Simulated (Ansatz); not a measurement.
# Converging the k-point mesh: Ta3W (I4mm, 4 atoms in the cell)

```
CELL_PARAMETERS angstrom
      0.00000     3.25084     3.25084
      3.25084     0.00000     3.25084
      3.25084     3.25084     0.00000
ATOMIC_POSITIONS crystal
  Ta 0.25000 0.25000 0.25000
  Ta 0.75000 0.75000 0.75000
  Ta 0.50769 0.50769 0.49231
  W  0.00000 0.00000 0.00000
```

Method: LDA (PW92), default PAW files made with PBE (plane waves; Ansatz, a quantum-chemistry and plane-wave program).

Base settings: basis.ecutwfc = 420 eV; kpoints.mp_grid.grid = 9 9 9; hamiltonian.xc = lda; hamiltonian.pseudopotentials = {kind: paw} (the program's default PAW files); scf.occupations.method = gaussian; scf.occupations.width = 0.1 eV.

The second cell is the first with its lattice scaled by 0.98.

Only quantities that move along the ladder and can be compared are tabulated.

The count of work is k-points × plane waves × bands × iterations; it is no time. Core times come from one kind of shared machine, to one figure; runs under 30 s give none.

The starting cell comes from a database of computed structures (which also holds hypothetical and non-ambient phases and stackings), without a prior relaxation at this level. Its lattice was rescaled by up to half a per cent. One atom was moved a little off its site on purpose. Spin polarisation is off. In the base run, with a pressure of about -7 GPa the cell is away from its equilibrium volume at this level. Ansatz's pressure includes its estimate of the finite-basis (Pulay) stress.

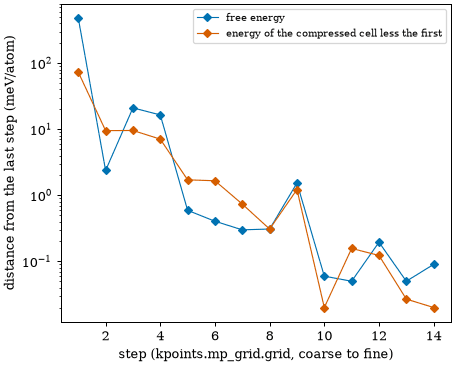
*Distance from the last step along the ladder; very small values are drawn at a floor.*

| kpoints.mp_grid.grid | free energy less the last step's (meV/atom) | energy of the compressed cell less the first (meV/atom) | pressure (GPa) | largest difference of a force vector from the last step's (eV/Å) | count of work / last | core time / last (rough) |
|---|---|---|---|---|---|---|
| 2 2 2 | -483.66 | -74.29 | -18.19 | 0.363 | 0.0026 | – |
| 3 3 3 | -2.38 | 8.64 | -6.29 | 0.243 | 0.0033 | – |
| 4 4 4 | 21.09 | 8.69 | -5.85 | 0.260 | 0.0072 | – |
| 5 5 5 | 16.47 | 6.20 | -5.96 | 0.102 | 0.010 | – |
| 6 6 6 | -0.59 | 0.82 | -6.84 | 0.006 | 0.017 | – |
| 7 7 7 | 0.40 | 0.77 | -6.92 | 0.019 | 0.022 | – |
| 8 8 8 | -0.30 | -0.16 | -7.05 | 0.054 | 0.033 | – |
| 9 9 9 | -0.31 | -1.20 | -7.19 | 0.007 | 0.042 | – |
| 10 10 10 | 1.54 | -2.11 | -7.28 | 0.033 | 0.057 | – |
| 11 11 11 | 0.06 | -0.90 | -7.10 | 0.003 | 0.070 | – |
| 14 14 14 | -0.02 | -1.05 | -7.20 | 0.010 | 0.14 | 0.1 |
| 17 17 17 | 0.19 | -1.01 | -7.18 | 0.002 | 0.23 | 0.2 |
| 21 21 21 | 0.01 | -0.92 | -7.18 | 0.001 | 0.40 | 0.4 |
| 23 23 23 | -0.09 | -0.89 | -7.18 | 0.002 | 0.52 | 0.5 |
| 29 29 29 | 0.00 | -0.89 | -7.17 | 0.000 | 1.0 | 1 |

Coarsest kpoints.mp_grid.grid that holds the free energy within 0.5 meV/atom of the last step, with all finer ones: 11 11 11, at 0.070 of the last step's count of work; the step before is off by 1.5 meV/atom.

Coarsest kpoints.mp_grid.grid that holds the energy of the compressed cell less the first within 1 meV/atom of the last step, with all finer ones: 11 11 11, at 0.070 of the last step's count of work; the step before is off by 1.2 meV/atom.

Coarsest kpoints.mp_grid.grid that holds the forces within 0.005 eV/Å of the last step, with all finer ones: 17 17 17, at 0.23 of the last step's count of work and about 0.2 of the last step's time; the step before is off by 0.010 eV/Å.

Two neighbours can agree and both be off: 3 3 3 and 4 4 4 differ by 0.06 meV/atom in the energy of the compressed cell less the first, yet lie about 9.6 meV/atom from the last step.

Keys are those of Ansatz 0.2.
